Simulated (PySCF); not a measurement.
# C4H11NO2Si2: what the fields show

Input

```
{"job": {"kind": "nmr", "xc": "PBE0", "basis": "pcSseg-1"}, "charge": 0, "multiplicity": 1}
C     -2.147420    -0.850326    -0.869828
C     -1.651563     0.329275    -0.040386
C     -2.211200     1.651756    -0.552774
O     -0.246426     0.404663    -0.097822
Si     0.894661    -0.399984     0.691384
C      0.811116    -2.244517     0.348182
N      0.730761    -3.371759     0.161060
O      2.270057     0.152790     0.082783
Si     3.822518     0.413041    -0.303841
H     -3.232159    -0.900045    -0.839005
H     -1.737368    -1.779866    -0.482466
H     -1.825012    -0.734644    -1.901458
H     -1.953832     0.186511     1.007162
H     -3.294902     1.651690    -0.479857
H     -1.814450     2.474905     0.035293
H     -1.921382     1.795371    -1.590133
H      0.865273    -0.218472     2.138797
H      4.593408    -0.707178     0.231621
H      3.866592     0.479024    -1.761253
H      4.176181     1.678445     0.335481
```

Run with:

```sh
OMP_NUM_THREADS=1 python probes_run.py task.json out
```

Geometry: GFN2-xTB.

Method: PBE0/pcSseg-1, SCF density, gas phase, non-relativistic in PySCF.

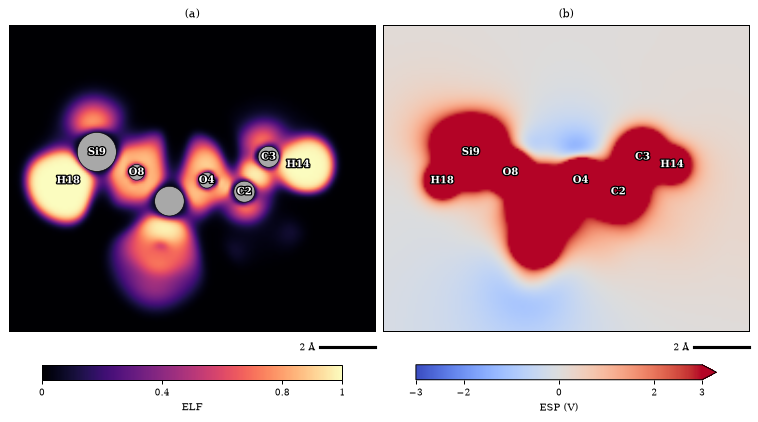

Figure 1. (a) electron localisation function; (b) molecular electrostatic potential on the plane of atoms C3, C2 and O4. Grey discs cover the atomic cores in the ELF map.

Q: What do the fields say about this system?

A: The section cuts through C, O, Si and H sites.
C–O (1.41 Å): the ELF peaks at about 0.90 between the atoms; a shared but strongly polarised pair.
C–C (1.52 Å): the ELF peaks at about 0.95 between the atoms, as expected for a covalent bond.
Si–O (1.62 Å): the ELF peaks at about 0.85 between the atoms: a short, strongly polar bond.
C–H (1.09 Å): the ELF climbs to about 1 towards the hydrogen, as it does in any bond to H: an ordinary covalent bond to hydrogen.
Si–H (1.46 Å): the ELF climbs to about 1 towards the hydrogen.
The ELF also peaks beside O4 and O8, away from the bonds: lone-pair regions.
Outside the dense part of the molecule the potential is most negative (−1.4 V) near O4.

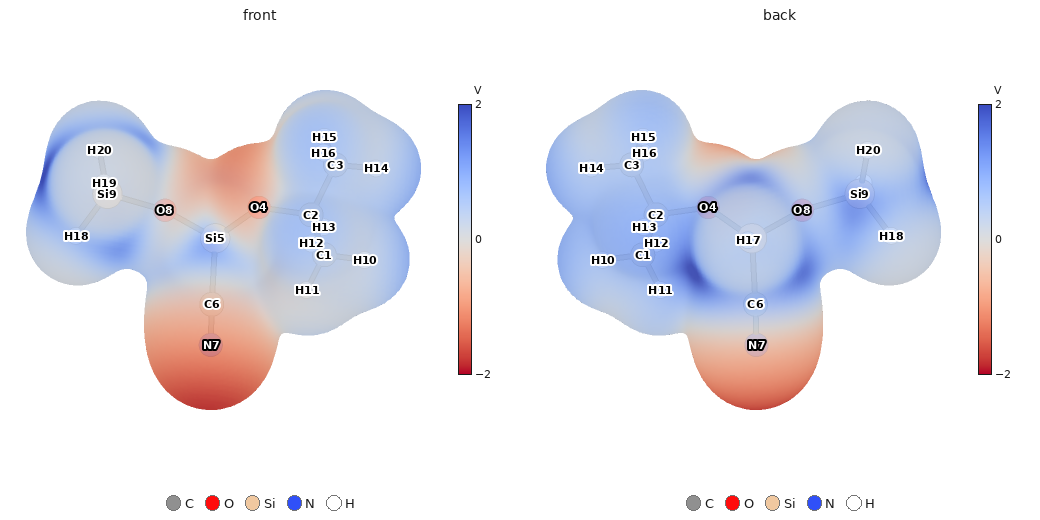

Figure 2. The molecular electrostatic potential painted on the density surface at 0.002 e/bohr³, seen from the front and from behind; red is negative and blue positive.

Q: Describe the electrostatic potential map.

A: The most negative region (about −1.7 V) lies over N7, the most positive (about +1.9 V) over Si5 and Si9. N7 is the likeliest acceptor of a hydrogen bond.
